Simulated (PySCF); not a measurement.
System: C6H3F2 (charge −1).

The calculation's input:

```
{"job": {"kind": "sp", "xc": "wB97X", "basis": "ma-def2-TZVP", "d3": "d3bj", "grid": 2}, "charge": -1, "multiplicity": 1}
F      2.687217     0.340680    -0.211294
C      1.309323     0.225073    -0.102474
C      0.547580     1.379333    -0.010234
C     -0.831320     1.103643     0.094732
C     -1.342196    -0.192789     0.102592
F     -2.693157    -0.389526     0.212001
C     -0.528484    -1.312925     0.005335
C      0.850049    -1.091190    -0.101066
H     -1.569941     1.916908     0.175923
H     -0.957948    -2.317587     0.013377
H      1.546186    -1.934222    -0.180853
```

Launched as:

```sh
OMP_NUM_THREADS=1 python redox_run.py task.json out
```

Geometry: PBE0-D3(BJ)/ma-def2-SVP.

Computed with DFT single point, gas phase, functional wB97X in PySCF.

What will maps of the electron density and electron localisation function show?

C–F (1.37 Å): ρ is about 2.1 e/Å³ halfway; the ELF peaks at about 0.85 between the atoms; a shared but strongly polarised pair.
C–C (1.39 Å): ρ at the midpoint is about 2.2 e/Å³; the ELF peaks at about 0.95 between the atoms; localised, covalent bonding.
C–H (1.09 Å): the density is about 2 e/Å³ at the midpoint; the ELF climbs to about 1 towards the hydrogen, as it does in any bond to H; an ordinary covalent bond to hydrogen.

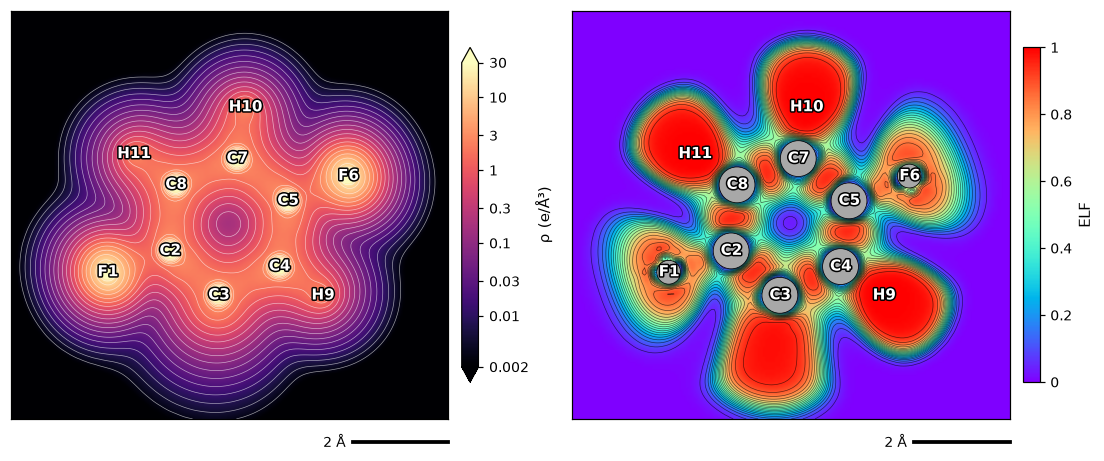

Computed electron density and electron localisation function on the molecular plane, in this order. Grey discs cover the atomic cores in the ELF map. 
